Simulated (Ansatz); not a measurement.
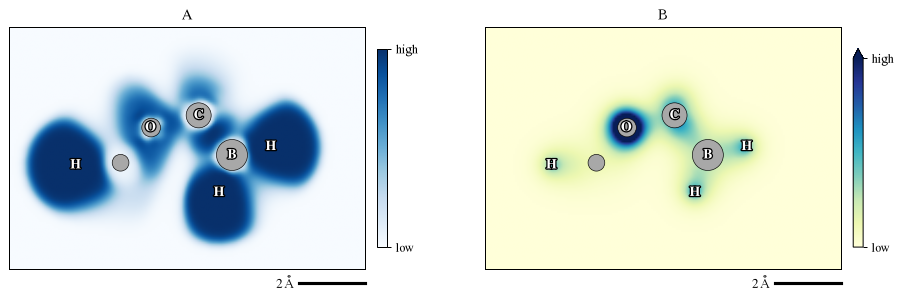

CH6BOSi (SMILES BCO[SiH2+]) (charge +1): 2 fields on the plane of atoms H5, B1 and H6, with unlabelled colour scales. Grey discs cover the atomic cores.

Computed with RKS r2SCAN-D4/6-31G* (Ansatz).

```xyz
10

B    -1.0848    0.9037   -0.2998
C     0.4551    1.0910   -0.1296
O     1.2250   -0.1482    0.1228
Si    1.2570   -1.5940   -0.5052
H    -1.5673   -0.1946   -0.2939
H    -1.7482    1.8802   -0.4482
H     0.6959    1.7325    0.7271
H     0.9053    1.5729   -1.0091
H     0.5087   -1.9271   -1.7321
H     2.1251   -2.5404    0.2040
```

The panels show electron density and electron localisation function in some order. Assign them.

Panel A: electron localisation function. Panel B: electron density. From the grid: C–O (1.48 Å): the density is about 1.6 e/Å³ at the midpoint, with its minimum of 1.3 e/Å³ about 0.5 Å from C; the ELF peaks at about 0.85 between the atoms, as expected for a polar covalent bond. C–B (1.56 Å): the density is about 1.5 e/Å³ at the midpoint; the ELF peaks at about 1 between the atoms: localised, covalent bonding.
